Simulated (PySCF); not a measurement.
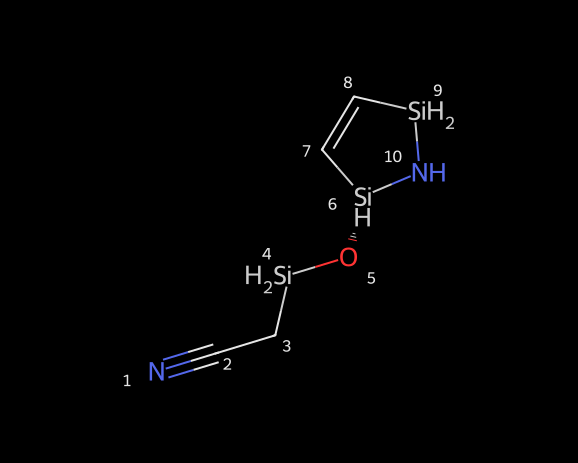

A structural formula, with wedges where it has stereocentres; small numbers name the atoms. The configuration is that of a computed structure (GFN2-xTB).

Give the R/S and E/Z labels.

Si6: R.

Give a SMILES with the stereochemistry.

N#CC[SiH2]O[Si@@H]1C=C[SiH2]N1
